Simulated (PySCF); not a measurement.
# C3H13N3Sn (SnH(NHMe)3): the cost of one run

Programs: PySCF 2.14.0, with density-fitted response routines of our own. Each step states its level of theory. These are calculated values for one molecule in the gas phase, unless marked as measured. Atoms count from 0, in the outputs and in this text.

**1. Starting geometry**

20 atoms, charge 0, multiplicity 1; geometry from: GFN2-xTB. The atoms were then displaced at random by about 0.03 Å, so the start is not that level's minimum.

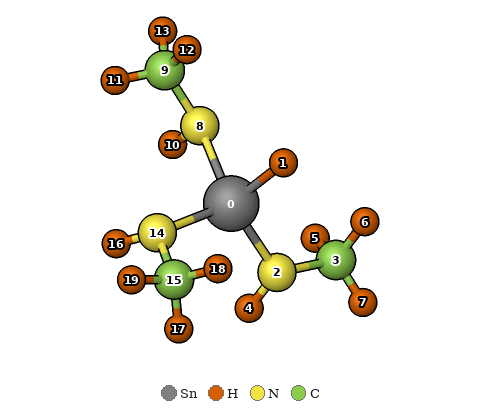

The starting geometry (tin grey, hydrogen orange, nitrogen yellow, carbon green), atoms numbered.

**2. Relaxing the molecule at PBE0-D3(BJ)/def2-SVP**

Job settings and geometry (Å):

```
{"job": {"xc": "PBE0", "basis": "def2-SVP", "d3": "d3bj", "grid": 1, "maxiter": 40, "shake": 0.03, "kind": "geom"}, "charge": 0, "multiplicity": 1}
Sn     0.068120    -0.079670     0.290620
H      0.032930    -0.003470     1.948890
N      1.892790    -0.326470    -0.311690
C      3.064030     0.684110     0.000430
H      2.034890    -0.620090    -1.287850
H      2.894490     1.582080    -0.628230
H      2.888370     0.979580     1.048300
H      3.994180     0.238250    -0.131370
N     -0.715470     1.864990    -0.177570
C     -2.058190     2.234180     0.186230
H     -0.604790     2.055830    -1.191150
H     -2.822780     1.759850    -0.403970
H     -2.280100     2.026880     1.175930
H     -2.192380     3.330750     0.059440
N     -1.273500    -1.576320    -0.201150
C     -0.905820    -2.867890     0.154350
H     -1.564380    -1.478800    -1.173300
H     -0.142350    -3.310520    -0.481120
H     -0.577910    -2.966690     1.172480
H     -1.869690    -3.512430     0.050070
```

On the command line:

```bash
$ OMP_NUM_THREADS=1 python probes_run.py task.json out
```

One launch serves the whole session: the jobs run in the order shown.

**Question.** How long does this first job take on 1 thread of Arm Neoverse V1, shared host, and how much memory does it need?

About 2.7 min, with a peak of 0.7 GiB.
